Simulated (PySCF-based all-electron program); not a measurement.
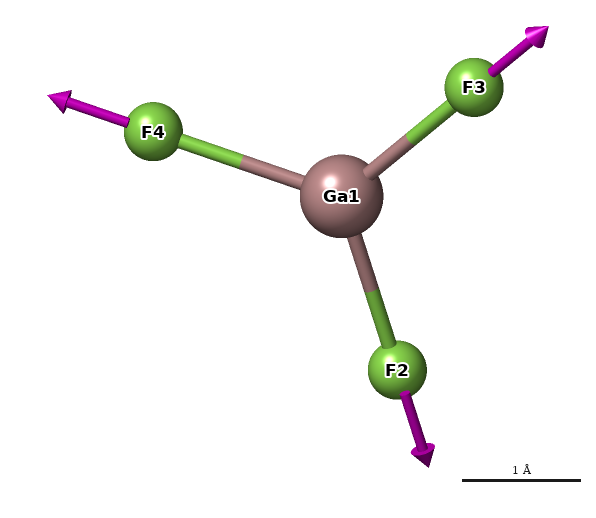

Arrows show the forces on the atoms, 1 Å of arrow for 1 eV/Å; forces under a tenth of the largest aren't drawn. Level of theory: PBEsol, all-electron, scalar-relativistic (Koelling-Harmon), large uncontracted Gaussian sets (PySCF-based all-electron program).

List the force components in the frame of the picture (x right, y up, z towards the viewer), in eV/Å.

| atom | Fx | Fy | Fz |
| --- | --- | --- | --- |
| Ga1 | 0.00 | 0.00 | 0.00 |
| F2 | 0.20 | −0.64 | −0.30 |
| F3 | 0.49 | 0.40 | 0.38 |
| F4 | −0.69 | 0.24 | −0.08 |
